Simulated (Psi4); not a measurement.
# UBLYP/6-31G(d) (spherical functions) run of C2HF2Ge (SMILES C#[C][Ge]([F])[F])

What is the vertical ionisation energy of C2HF2Ge at UBLYP/6-31G* (spherical functions)? 

Program for the calculation: Psi4 1.11.

## (1) Starting point

C2HF2Ge: 6 atoms, total charge 0, spin state doublet. SMILES: `C#[C][Ge]([F])[F]`. Geometry: relaxed at PBE0-D4/def2-TZVP.

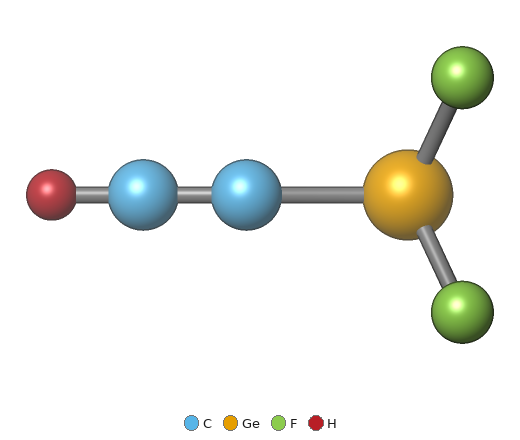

Viewed from a chosen angle; carbon blue, germanium amber, fluorine green, hydrogen red.

## (2) The energy at UBLYP/6-31G(d) (spherical functions)

File job.in:

```
memory 2.2 GB

molecule mol {
  0 2
  C     -0.190100     0.518400     1.692900
  C     -0.131400     0.204200     0.530300
  Ge    -0.289600    -0.139700    -1.323100
  F     -0.276600    -1.850600    -1.565100
  F      1.142900     0.424100    -2.108200
  H     -0.213200     0.779700     2.727000
  symmetry c1
  no_reorient
  no_com
}

set basis 6-31G*
set reference uks
set puream true
set e_convergence 1e-09
set d_convergence 1e-08
set scf_type pk
set dft_radial_points 99
set dft_spherical_points 590
set maxiter 100

e, wfn = energy('blyp', return_wfn=True)
```

On the command line:

```console
psi4 job.in job.out -n 1
```

job.out:

```text
[...]
  Running in c1 symmetry.
[...]
  Nuclear repulsion =  338.439495053189944
[...]
  Multiplicity = 2
[...]
  Nalpha       = 32
  Nbeta        = 31
[...]
    Number of basis functions: 90
[...]
   @UKS iter   1: -2351.65768900373359   -1.98510e+00   3.18088e-02 DIIS/ADIIS
[...]
   @UKS iter  15: -2353.18263664492542   -1.27329e-11   8.05202e-09 DIIS
[...]
   @S^2 Observed:                7.510263769E-01
[...]
    Orbital Energies [Eh]
    ---------------------
    Alpha Occupied:
       1A   -397.223966     2A    -49.258799     3A    -43.886986
       4A    -43.886026     5A    -43.885729     6A    -24.287859
       7A    -24.287832     8A     -9.952817     9A     -9.938900
      10A     -6.038697    11A     -4.258205    12A     -4.257637
      13A     -4.255567    14A     -1.166178    15A     -1.157122
      16A     -1.147979    17A     -1.146634    18A     -1.146295
      19A     -1.049117    20A     -1.024983    21A     -0.690951
      22A     -0.540293    23A     -0.489149    24A     -0.406114
      25A     -0.399750    26A     -0.363409    27A     -0.336201
      28A     -0.335591    29A     -0.327848    30A     -0.275335
      31A     -0.270528    32A     -0.212408
[...]
  @UKS Final Energy: -2353.18263664492542
   => Energetics <=
    Nuclear Repulsion Energy =            338.4394950531899440
    One-Electron Energy =               -3949.0770545397731439
    Two-Electron Energy =                1368.6459370152485917
    DFT Exchange-Correlation Energy =    -111.1910141735909434
    Empirical Dispersion Energy =           0.0000000000000000
    VV10 Nonlocal Energy =                  0.0000000000000000
    Total Energy =                      -2353.1826366449254238
  UHF NO Occupations:
  HONO-2 :   30  A 1.9999452
  HONO-1 :   31  A 1.9996953
[...]
 Multipole Moments:
 ------------------------------------------------------------------------------------
     Multipole            Electronic (a.u.)      Nuclear  (a.u.)        Total (a.u.)
 ------------------------------------------------------------------------------------
 L = 1.  Multiply by 2.5417464519 to convert [e a0] to [Debye]
 Dipole X            :          6.3189603           -6.8270136           -0.5080533
 Dipole Y            :         23.5506940          -23.0425645            0.5081295
 Dipole Z            :        112.9238591         -112.1225533            0.8013058
 Magnitude           :                                                    1.0762921
[...]
```

Wall time 34 s (1 thread of Intel Xeon Platinum 8259CL at 2.50GHz (Skylake/Cascade Lake), shared host); peak memory 0.96 GiB.

## (3) The singlet cation: energy and gradient at BLYP/6-31G(d) (spherical functions)

File calc.in:

```
memory 2200 MB

molecule molecule1 {
  1 1
  C     -0.190100     0.518400     1.692900
  C     -0.131400     0.204200     0.530300
  Ge    -0.289600    -0.139700    -1.323100
  F     -0.276600    -1.850600    -1.565100
  F      1.142900     0.424100    -2.108200
  H     -0.213200     0.779700     2.727000
  symmetry c1
}

set basis 6-31G*
set puream true
set e_convergence 1e-09
set d_convergence 1e-08
set scf_type pk
set dft_radial_points 99
set dft_spherical_points 590

result, w = gradient('blyp', return_wfn=True)
oeprop(w, 'QUADRUPOLE', 'MULLIKEN_CHARGES', 'WIBERG_LOWDIN_INDICES', title='BLYP')
print_variables()
```

On the command line:

```console
psi4 calc.in calc.out -n 1
```

calc.out (excerpt; [...] marks lines left out):

```text
[...]
  Running in c1 symmetry.
[...]
  Nuclear repulsion =  338.439495053189944
[...]
  Multiplicity = 1
[...]
  Nalpha       = 31
  Nbeta        = 31
[...]
    Number of basis functions: 90
[...]
   @RKS iter   1: -2351.39412538157740   -1.72154e+00   3.15018e-02 DIIS/ADIIS
[...]
   @RKS iter  15: -2352.84552519510862    4.54747e-13   1.16335e-09 DIIS
[...]
  @RKS Final Energy: -2352.84552519510862
   => Energetics <=
    Nuclear Repulsion Energy =            338.4394950531899440
    One-Electron Energy =               -3932.2962690654330800
    Two-Electron Energy =                1351.8116851738309379
    DFT Exchange-Correlation Energy =    -110.8004363566966077
    Empirical Dispersion Energy =           0.0000000000000000
    VV10 Nonlocal Energy =                  0.0000000000000000
    Total Energy =                      -2352.8455251951086211
[...]
  -Total Gradient:
     Atom            X                  Y                   Z
    ------   -----------------  -----------------  -----------------
       1        0.006797877077    -0.014069595729    -0.041163278737
       2        0.013627233838     0.007977253570     0.069009001102
       3       -0.043953371865     0.018759945582    -0.036031505200
       4        0.014474224149    -0.004129952846     0.009290863064
       5        0.012209488748    -0.007818480265     0.010149547321
       6       -0.002989568277    -0.000830339403    -0.011288159585
[...]
 Multipole Moments:
 ------------------------------------------------------------------------------------
     Multipole            Electronic (a.u.)      Nuclear  (a.u.)        Total (a.u.)
 ------------------------------------------------------------------------------------
 L = 1.  Multiply by 2.5417464519 to convert [e a0] to [Debye]
 Dipole X            :         -1.9898471            1.0174442           -0.9724030
 Dipole Y            :         -0.3163502            1.2773611            0.9610109
 Dipole Z            :         -6.5235095            8.0078096            1.4843001
 Magnitude           :                                                    2.0179832
 L = 2.  Multiply by 1.3450342976 to convert [e a0^2] to [Debye ang]
 Quadrupole XX       :        -78.9556066           54.6074519          -24.3481547
 Quadrupole XY       :        -32.0147313           30.8964161           -1.1183152
[...]
  Mulliken Charges: (a.u.)
   Center  Symbol    Alpha    Beta     Spin     Total
[...]
```

It took 30 s on 1 thread of Intel Xeon Platinum 8259CL at 2.50GHz (Skylake/Cascade Lake), shared host; peak memory 0.96 GiB.

## (4) What came out

At UBLYP/6-31G* (spherical functions):

| quantity | value |
| --- | --- |
| doublet C2HF2Ge: total energy | -2353.18264 Eh |
| doublet C2HF2Ge: dipole moment | 2.74 D |
| doublet C2HF2Ge: HOMO energy (highest over α and β) | -5.78 eV |
| doublet C2HF2Ge: LUMO energy (lowest over α and β) | -4.74 eV |
| doublet C2HF2Ge: ⟨S²⟩ | 0.751 |
| singlet cation: total energy | -2352.84553 Eh |
| singlet cation: HOMO energy | -13.59 eV |
| singlet cation: LUMO energy | -12.49 eV |
| singlet cation: HOMO–LUMO gap | 1.09 eV |
| singlet cation: largest force on an atom | 3.640 eV/Å |
| vertical ionisation energy (to the singlet cation) | 9.173 eV |

Removing an electron at fixed nuclei costs 9.17 eV (885 kJ/mol). Only the singlet of the ionised species was computed; a triplet could lie lower. With no_com the log's rotational constants are taken about the origin, not the centre of mass, so they aren't the molecule's. Mulliken charges (singlet cation) run from -0.19 on F4 to +0.84 on Ge3.
